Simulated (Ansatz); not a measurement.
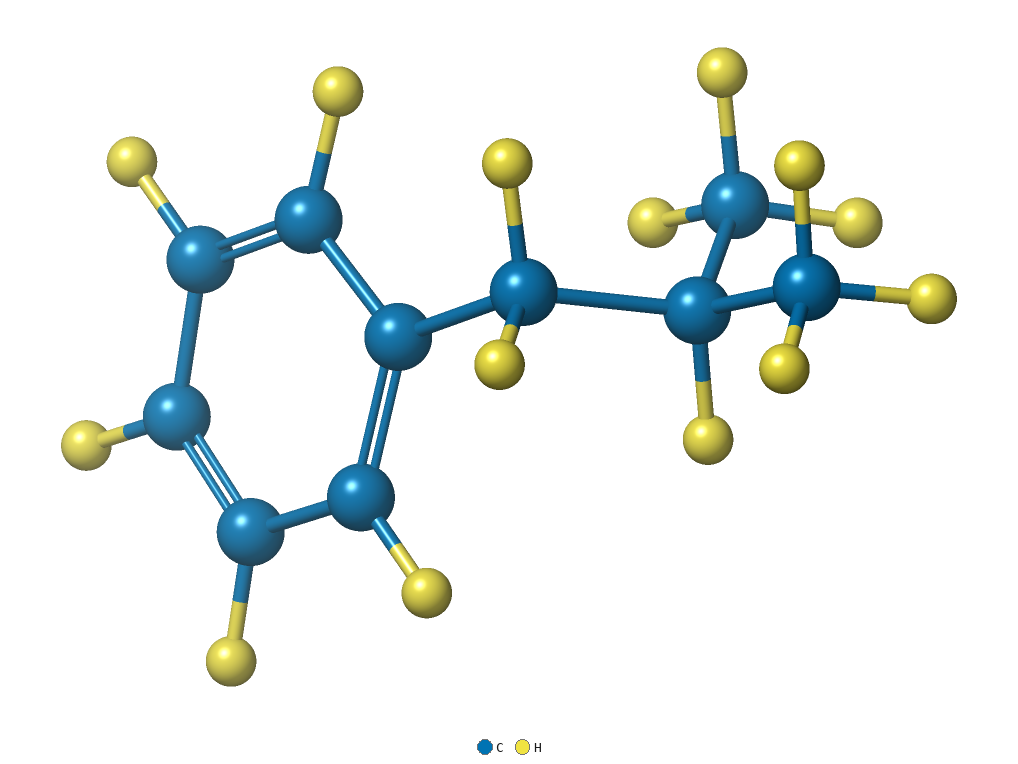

The structure as it stands in the input.

Input file:

```yaml
crystal:
  periodic: [false, false, false]
  atoms:
    - {symbol: C, position_ang: [2.289589, -0.237351, 2.106774]}
    - {symbol: C, position_ang: [1.429196, 0.155536, 0.963185]}
    - {symbol: C, position_ang: [1.078292, 1.631893, 0.914435]}
    - {symbol: C, position_ang: [0.195511, -0.727521, 0.938742]}
    - {symbol: C, position_ang: [-0.679370, -0.528248, -0.332762]}
    - {symbol: C, position_ang: [-0.320791, -1.148567, -1.517356]}
    - {symbol: C, position_ang: [-1.121769, -0.895139, -2.654320]}
    - {symbol: C, position_ang: [-2.226918, -0.156464, -2.596454]}
    - {symbol: C, position_ang: [-2.655277, 0.341710, -1.415471]}
    - {symbol: C, position_ang: [-1.893923, 0.118359, -0.266285]}
    - {symbol: H, position_ang: [2.588531, -1.241510, 2.066930]}
    - {symbol: H, position_ang: [1.787424, 0.008679, 3.000475]}
    - {symbol: H, position_ang: [3.170049, 0.411853, 2.128574]}
    - {symbol: H, position_ang: [1.977367, -0.055089, -0.011816]}
    - {symbol: H, position_ang: [0.435106, 1.911715, 0.065905]}
    - {symbol: H, position_ang: [0.484265, 1.928138, 1.835568]}
    - {symbol: H, position_ang: [1.968002, 2.222124, 0.913422]}
    - {symbol: H, position_ang: [-0.400753, -0.482827, 1.847528]}
    - {symbol: H, position_ang: [0.458620, -1.768021, 1.001873]}
    - {symbol: H, position_ang: [0.613332, -1.675459, -1.612787]}
    - {symbol: H, position_ang: [-0.763953, -1.332020, -3.606006]}
    - {symbol: H, position_ang: [-2.865985, -0.027877, -3.466231]}
    - {symbol: H, position_ang: [-3.616666, 0.866515, -1.312677]}
    - {symbol: H, position_ang: [-2.173514, 0.565363, 0.719118]}
basis:
  gaussian: {orbitals: def2-TZVP}
hamiltonian: {xc: {name: r2SCANh}, dispersion: d3bjatm}
```

Command:

```sh
ansatz run in.yaml --threads 4 --pin off --events-out ev --progress --plain --max-ram 66560MiB --backend cuda --devices 0, --max-vram 37GiB
```

Output:

```
Functional definition: r2SCANh
  name "r2SCANh"
  cite "Bursch, Neugebauer, Ehlert & Grimme, J. Chem. Phys. 156, 134105 (2022) doi:10.1063/5.0086040"
  cite "Furness, Kaplan, Ning, Perdew & Sun, J. Phys. Chem. Lett. 11, 8208 (2020) doi:10.1021/acs.jpclett.0c02405"
  cite "Furness, Kaplan, Ning, Perdew & Sun, J. Phys. Chem. Lett. 11, 9248 (2020) doi:10.1021/acs.jpclett.0c03077"
  parent r2scan
  parameter a = 0.1
  parameter k0 = 0.174
  parameter k1 = 0.065
  parameter a1 = 4.9479
  exchange = (1 - a)*r2scan_x(k0 = k0, k1 = k1, a1 = a1) + a*exact_x
  correlation = r2scan_c
2416 factors; their error is unknown
mean field evaluation 1: about -10573.9670 eV, gradient 9.4e1 eV
mean field evaluation 2: about -10561.8179 eV, gradient 1.2e2 eV
mean field evaluation 4: about -10595.1887 eV, gradient 7.0e0 eV
mean field evaluation 8: about -10595.3185 eV, gradient 3.0e-1 eV
mean field evaluation 16: about -10595.2456 eV, gradient 2.5e-3 eV
mean field -10595.24556721 eV, -389.3680928796 hartree, gradient 1.7e-5 eV, S^2 0.000000; 0 other end points of the search recorded, 0 dependent functions left out
reference -10595.24558229 eV, -389.3680934338 hartree; 37, 37 occupied and 357, 357 virtual orbitals, 2416 factors
Total energy: -10595.46114512 eV, -389.3760152215 hartree
```

The calculation finished and met its thresholds.
